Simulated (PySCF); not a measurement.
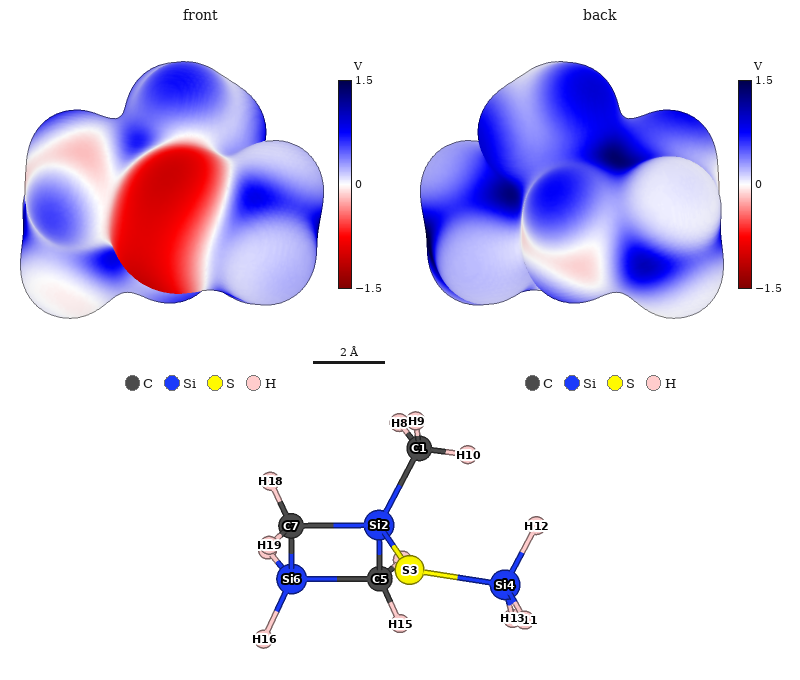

The picture shows: C3H12SSi3 (SMILES C[Si]1(S[SiH3])C[SiH2]C1). The molecular electrostatic potential painted on the density surface at 0.002 e/bohr³, seen from the front and from behind; the colour scale runs from red (negative) to blue (positive). The bare structure is drawn below in the same view.

Geometry: GFN2-xTB.

Method: PBE0/pcSseg-1, SCF density, gas phase, non-relativistic in PySCF 2.14.0.

Input

```
{"job": {"kind": "nmr", "xc": "PBE0", "basis": "pcSseg-1"}, "charge": 0, "multiplicity": 1}
C      0.402450     2.069092     0.262910
Si    -0.128618     0.264413     0.519249
S      1.407549    -0.832815     1.603588
Si     3.074153    -0.757521     0.273153
C     -0.751407    -0.662765    -1.041168
Si    -2.464847    -0.971535    -0.231213
C     -1.833018    -0.056235     1.331019
H     -0.417956     2.658191    -0.132731
H      0.717858     2.518136     1.199541
H      1.232273     2.138318    -0.434165
H      4.064329    -1.596536     0.924482
H      3.524485     0.624518     0.140627
H      2.673112    -1.273882    -1.031027
H     -0.777163    -0.061774    -1.945616
H     -0.203631    -1.569837    -1.281128
H     -2.793983    -2.380909    -0.031012
H     -3.554820    -0.274428    -0.917125
H     -2.386120     0.842552     1.586398
H     -1.794449    -0.667733     2.227085
```

Launched as:

```sh
OMP_NUM_THREADS=1 python probes_run.py task.json out
```

**Which sites attract a positive test charge, and which a negative one?**

A positive charge is drawn to the negative regions and a negative charge to the positive ones. The most negative region (about −1.0 V) lies over S3, the most positive (about +1.4 V) over Si2, Si4 and Si6.

**What dipole moment does the calculation give?**

Its dipole moment is 1.85 D.
